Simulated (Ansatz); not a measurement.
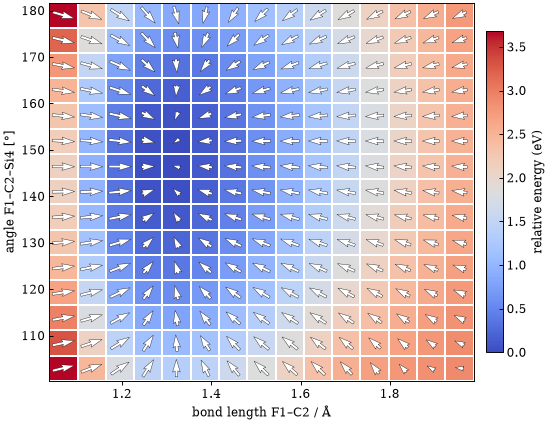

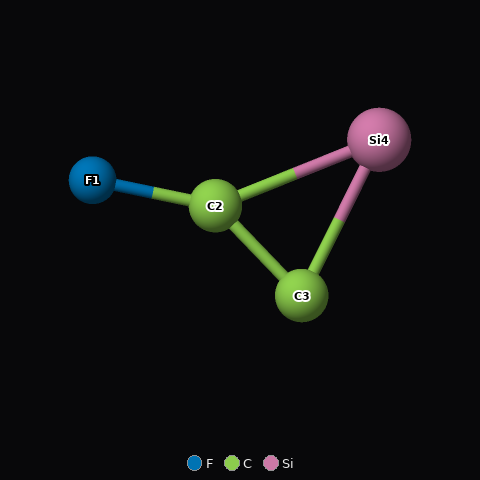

Energy landscape of C₂FSi, spin multiplicity 2. Coordinates scanned: (1) bond length F1–C2; (2) angle F1–C2–Si4. Nothing is relaxed (all other coordinates rigid). The scan uses a 15 × 15 grid. Energies are in eV, from the lowest grid point. These are results of UKS PBE0-D4/def2-TZVP in Ansatz 0.2.0, not measurements.

The picture shows one coloured cell a grid point, arrows along the force (downhill), their lengths compressed. The second picture is the structure at the lowest point.

**Describe this landscape.**

The lowest grid point is at bond length F1–C2 = 1.322 Å, angle F1–C2–Si4 = 146.4°. It is the only kind of minimum in the scanned range. The highest grid point, bond length F1–C2 = 1.069 Å, angle F1–C2–Si4 = 103.0°, lies 3.68 eV above the lowest. Round the minimum the two coordinates are weakly coupled (coupling −0.10 in units of the two stiffnesses).

The input of one point:

```yaml
crystal:
  periodic: [false, false, false]
  atoms:
    - { symbol: F, position_ang: [0.073036, 0.128643, 1.630582] }
    - { symbol: C, position_ang: [-0.004604, -0.021814, 0.319468] }
    - { symbol: C, position_ang: [-0.342004, -0.82892, -0.657545] }
    - { symbol: Si, position_ang: [0.284459, 0.751066, -1.351374] }
magnetization:
  spin_polarized: true
  initial_magnetization: 1
basis:
  gaussian: { orbitals: def2-TZVP }
hamiltonian:
  xc: pbe0
  dispersion: d4
output:
  forces: true
```

Time for the 225 points that were run: 39 min on 1 thread of Arm Neoverse N1, with other jobs on the host.
